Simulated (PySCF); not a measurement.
# CF2, SMILES `F[C]F`: electronic structure

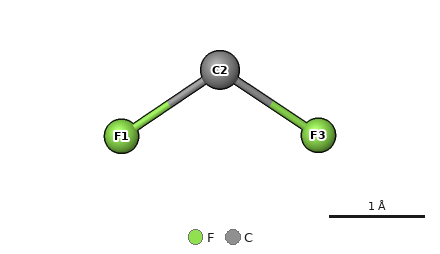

The molecule, with its atoms numbered as below. No frequency check shows the geometry to be a minimum.

Cartesian coordinates (Å):

```
F1       1.0365    0.1969    0.0000
C2       0.0000   -0.5906    0.0000
F3      -1.0365    0.1969    0.0000
```

### 1. Bonding charge

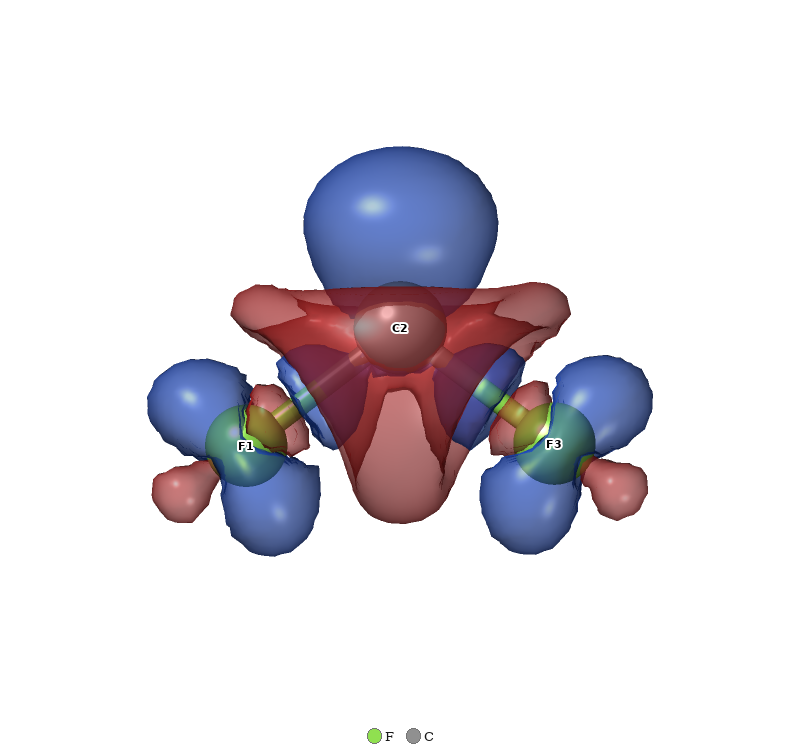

Deformation density (molecule less spherical, spin-averaged free atoms at the same positions), surfaces at ±0.06 e/Å³; blue: gain, red: loss.

Computed with PySCF, ωB97X/def2-SVP, geometry: GFN2-xTB.

Q: Describe the bonding that the map shows.

A: F1–C2 and C2–F3: +0.12 e/Å³ at the bond critical point (bond length 1.30 Å, Mayer order 1.2). In all, 0.7 electrons gather in the regions of gain relative to the promolecule. A small or negative value marks a very polar bond, one between electron-rich atoms, whose free-atom densities already overlap strongly, a long bond to a heavier atom, or a closed-shell contact such as a hydrogen bond.

### 2. Bond critical points

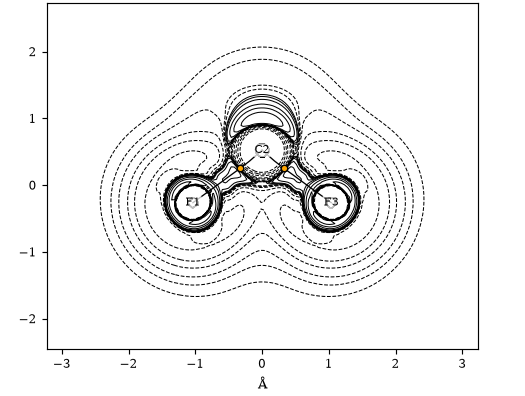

Negative Laplacian of the density (−∇²ρ) in the molecular plane (solid lines positive, dashed lines negative, contours at ±0.02 to ±8 a.u.), with bond paths and bond critical points (dots).

Q: Sort the bonds in the plane by the sign of ∇²ρ at their critical points.

A: At none is it concentrated. Depleted (∇²ρ > 0): F1–C2 and C2–F3 (+0.22 a.u., H = −0.421). A positive Laplacian with clearly negative H marks a strongly polar covalent bond, whose critical point lies close to the core of the less electronegative atom.

Q: Where along F1–C2 does the critical point lie?

A: 0.88 Å from F1 and 0.43 Å from C2.

### 3. Local ionisation energy

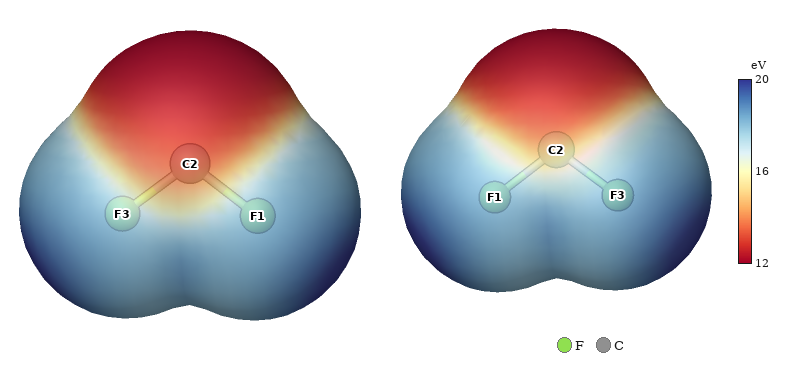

Average local ionisation energy on the surface of electron density 0.001 a.u. (back view left, front view right).

Q: Locate the minima of the map.

A: The lowest value is 12.0 eV, 2.0 Å from C2. Further minima include 17.9 eV, 1.6 Å from F1. For comparison, the highest occupied orbital lies at −11.1 eV.

Q: What volume does the surface enclose, and what is the dipole moment?

A: About 43 Å³; the dipole moment is 0.7 D.

### 4. Excited states

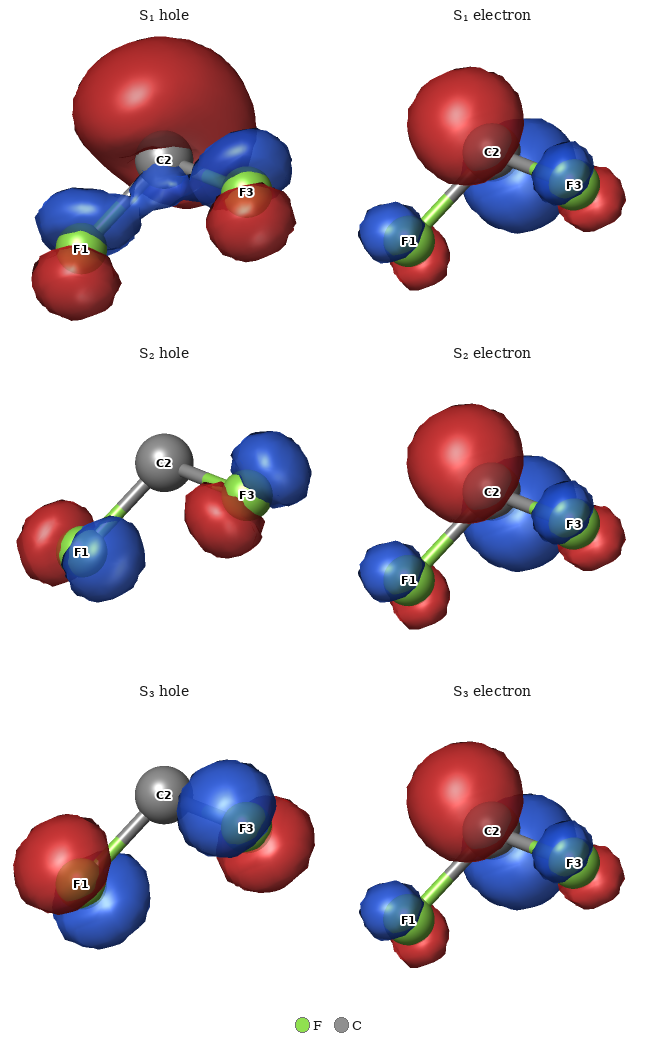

Leading natural transition orbitals (full linear response singlet states).

Level of theory: PBE0/def2-TZVP (PySCF), at a geometry from GFN2-xTB. Without diffuse functions Rydberg states are missing, so the states' numbers hold for this basis only.

Q: Describe these excited states.

A: By state:
- S₁: 4.74 eV (262 nm), f = 0.034; the leading pair carries 100 %; hole on C2 (67 %) and F1 and F3 (16 % each), electron on C2 (70 %) and F1 and F3 (15 % each); their centroids lie 0.2 Å apart.
- S₂: 8.26 eV (150 nm), f = 0.000 (dark); the leading pair carries 100 %; hole on F1 and F3 (47 % each) and C2 (6 %), electron on C2 (70 %) and F1 and F3 (15 % each); their centroids lie 0.6 Å apart.
- S₃: 9.88 eV (126 nm), f = 0.001 (very weak); the leading pair carries 72 %; hole on F1 and F3 (39 % each) and C2 (22 %), electron on C2 (68 %) and F1 and F3 (16 % each) (shares are of the whole state, not of the leading pair alone); their centroids lie 0.5 Å apart.

### 5. In an electric field

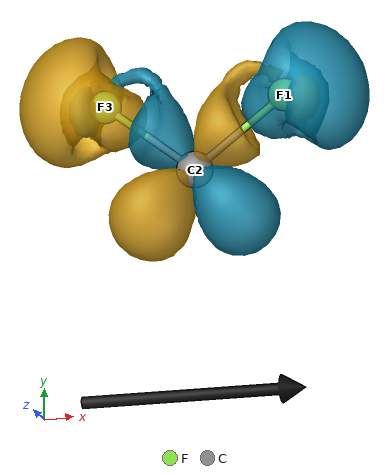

Change of the electron density in a uniform field of 0.21 V/Å along +x (arrow), surfaces at ±0.002 e/Å³ (yellow: gain, teal: loss).

Level of theory: TPSSh/6-31+G* (PySCF), at a geometry from GFN2-xTB. The basis has diffuse s and p functions alone, which still leaves polarisabilities too small, most of all across bonds.

The field was applied in both directions; the picture shows the one opposite to the script's first.

Q: How large is the response?

A: The induced dipole is 0.19 D (along the field); α along this axis, from the fields in both directions, is 19 bohr³ (2.8 Å³).

### 6. Localised orbitals

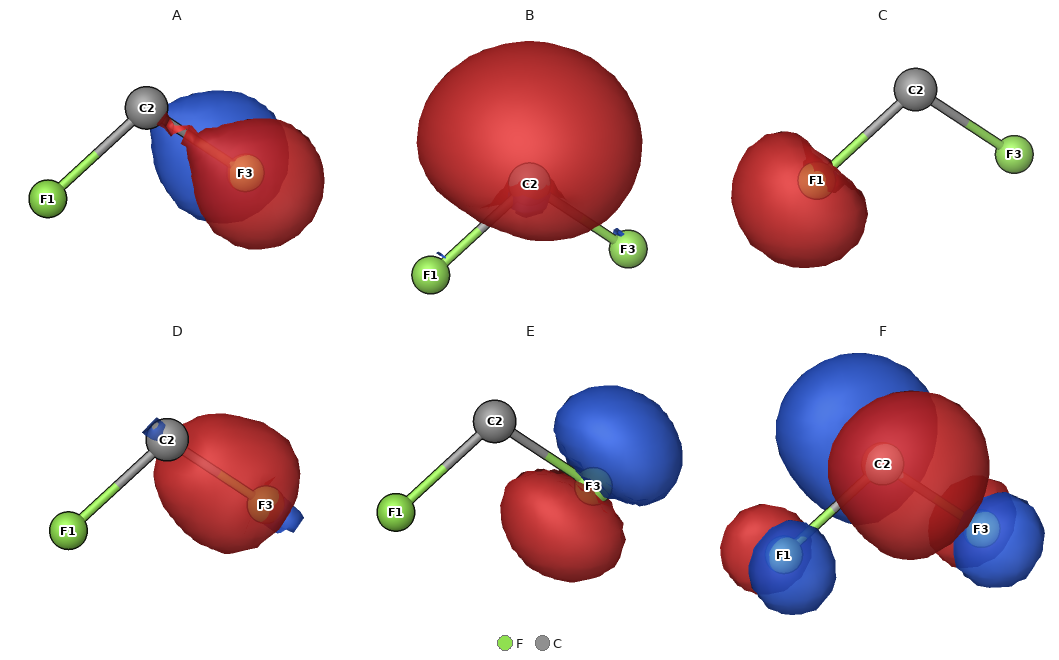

Intrinsic bond orbitals (IBO), occupied and valence-virtual; each surface holds about 80 % of the orbital's density. Energies are diagonal elements of the Fock matrix.

PySCF calculation, PBE0/cc-pVTZ, gas phase; geometry: GFN2-xTB.

Q: Name the orbitals, with their atomic make-up and energies.

A: By panel:
- A: lone pair on F3 (p-type) (F3 90 %, C2 10 %; −14.7 eV)
- B: lone pair on C2 (sp0.4-type) (C2 100 %; −11.3 eV)
- C: lone pair on F1 (sp0.5-type) (F1 100 %; −25.4 eV)
- D: σ bond F3–C2 (F3 72 %, C2 28 %; −28.4 eV)
- E: lone pair on F3 (p-type) (F3 97 %; −14.0 eV)
- F: π* orbital C2–F1, mostly on C2 (C2 80 %, F1 10 %, F3 10 %; −2.0 eV)

Q: Which has the smallest and which the largest spatial spread?

A: Smallest: C (0.58 Å); largest: F (1.08 Å).

Q: How do all the valence pairs divide up?

A: 9 pairs: 7 lone pairs and 2 σ bonds.

### 7. Stretching a bond

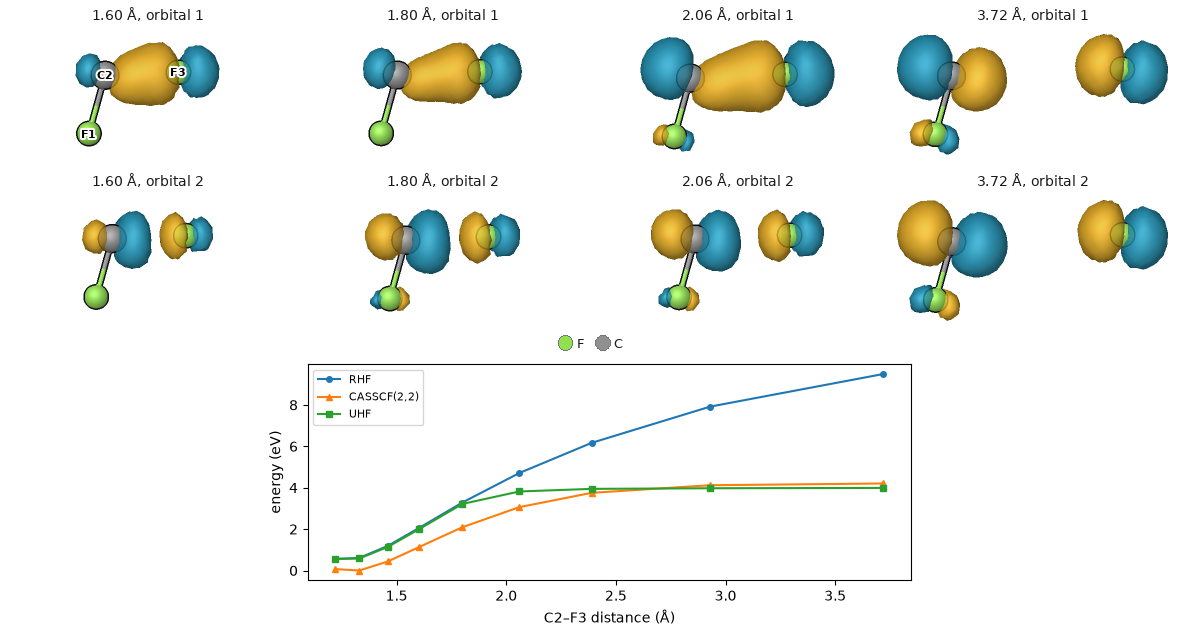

Rigid stretch of the C2–F3 bond. The two CASSCF(2,2) natural orbitals nearest half filling (orbital 1 the more occupied). Below: energies along the scan, from the lowest point of the three curves.

Method: def2-SVP basis; geometry: GFN2-xTB; program: PySCF.

Q: How do the occupations change along the stretch?

A: 1.60 Å: 1.95 and 0.05; 1.80 Å: 1.90 and 0.10; 2.06 Å: 1.78 and 0.22; 3.72 Å: 1.06 and 0.94. At the longest distance computed (3.72 Å) they are 1.06 and 0.94, and the effective number of unpaired electrons is 2.0.

UHF already breaks spin symmetry near equilibrium here (⟨S²⟩ = 0.18 at 1.33 Å), for reasons apart from this bond.

Q: How much energy does the stretch cost?

A: By CASSCF, 4.2 eV from the lowest point of the scan (1.33 Å) to 3.72 Å; RHF gives 8.9 eV from its own lowest point. The fragments aren't relaxed and dynamic correlation is missing, so this isn't a bond dissociation energy.
